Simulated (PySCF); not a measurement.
# MP2/STO-6G run of HBS (hydrogen boron sulfide)

What is the energy change on altering one bond length of HBS (hydrogen boron sulfide) at MP2/STO-6G? The job is set up through a Python script.

Program for the calculation: PySCF 2.14.0.

9 further runs of the same task are left out: 9 set aside as unsound or not needed.

## (1) Starting point

The species is HBS (3 atoms), meant as a singlet with charge 0. As SMILES, `B=S`. The shape is that of a PBE0-D4/def2-TZVP optimisation.

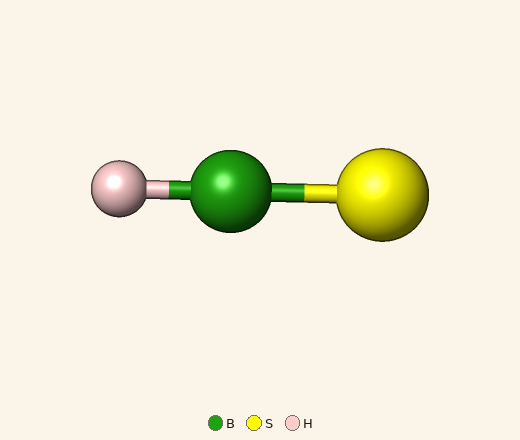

The structure, seen from a chosen angle (boron green, sulfur yellow, hydrogen pink).

## (2) The energy at MP2/STO-6G

Contents of job.py:

```python
from pyscf import gto, scf, mp

mol = gto.Mole()
mol.atom = 'B -0.038660 -0.014560 0.134750; S 0.399170 0.147640 -1.393290; H -0.360510 -0.133080 1.258530'
mol.spin = 0
mol.basis = 'sto-6g'
mol.max_memory = 1860
mol.verbose = 3
mol.build()

calc0 = scf.RHF(mol)
calc0.conv_tol = 1e-10
calc0.kernel()
if not calc0.converged:
    calc0 = calc0.newton().run(calc0.mo_coeff, calc0.mo_occ)

pt = mp.MP2(calc0, frozen=6).run()
e_tot = pt.e_tot
print('E = %.10f Eh' % e_tot)
```

Command:

```console
$ OMP_NUM_THREADS=1 python job.py
```

What it wrote:

```text
converged SCF energy = -421.364149347634
E(RMP2) = -421.469113364962  E_corr = -0.104964017328262
E(SCS-RMP2) = -421.468692876875  E_corr = -0.104543529241215
E = -421.4691133650 Eh
```

Run time: 0.93 s. Hardware: 1 thread of Arm Neoverse V1, shared host; peak memory 0.11 GiB.

## (3) The distorted shape

Contents of job.py:

```python
from pyscf import gto, scf, mp

mol = gto.M(
    atom=[
    ('B', (0.540678, 0.198779, -1.888083)),
    ('S', (0.978508, 0.360979, -3.416123)),
    ('H', (-0.360510, -0.133080, 1.258530)),
],
    basis='sto-6g',
    verbose=3,
    max_memory=1860,
    charge=0,
)

mf = scf.RHF(mol)
mf.conv_tol = 1e-10
mf.kernel()
if not mf.converged:
    mf = mf.newton().run(mf.mo_coeff, mf.mo_occ)

pt = mp.MP2(mf, frozen=6).run()
energy = pt.e_tot
print('Final energy', energy)
```

Command:

```console
$ OMP_NUM_THREADS=1 python job.py
```

What it wrote:

```text
converged SCF energy = -420.951791554588
E(RMP2) = -421.208001790698  E_corr = -0.256210236109739
E(SCS-RMP2) = -421.232179847588  E_corr = -0.280388292999292
Final energy -421.2080017906981
```

It took 0.87 s on 1 thread of Arm Neoverse V1, shared host; peak memory 0.11 GiB.

## (4) Results

Level: MP2/STO-6G, 6 core orbitals frozen.

| quantity | value |
| --- | --- |
| first shape: total energy | -421.46911 Eh |
| first shape: dipole moment (Hartree–Fock density) | 0.96 D |
| first shape: HOMO energy (Hartree–Fock orbitals) | -7.97 eV |
| first shape: LUMO energy (Hartree–Fock orbitals) | 7.70 eV |
| first shape: HOMO–LUMO gap (Hartree–Fock orbitals) | 15.66 eV |
| first shape: correlation energy (6 core orbitals frozen) | -105.0 mEh |
| distorted shape: total energy | -421.20800 Eh |
| distorted shape: dipole moment (Hartree–Fock density) | 0.71 D |
| distorted shape: HOMO energy (Hartree–Fock orbitals) | -5.11 eV |
| distorted shape: LUMO energy (Hartree–Fock orbitals) | 0.58 eV |
| distorted shape: HOMO–LUMO gap (Hartree–Fock orbitals) | 5.69 eV |
| distorted shape: correlation energy (6 core orbitals frozen) | -256.2 mEh |
| energy change with the B1–H3 bond stretched from 1.175 to 3.290 Å | 7.105 eV |

In words: One bond (distorted shape) is far stretched, which a spin-restricted single reference describes badly; perturbation theory on it can break down and give far too much correlation. With the B1–H3 bond stretched from 1.175 to 3.290 Å the energy rises by 7.11 eV (164 kcal/mol). The first shape isn't relaxed at this level, so the change isn't measured from a minimum. A restricted reference can't describe the breaking bond well at this length. The minimal basis adds a large error of its own.
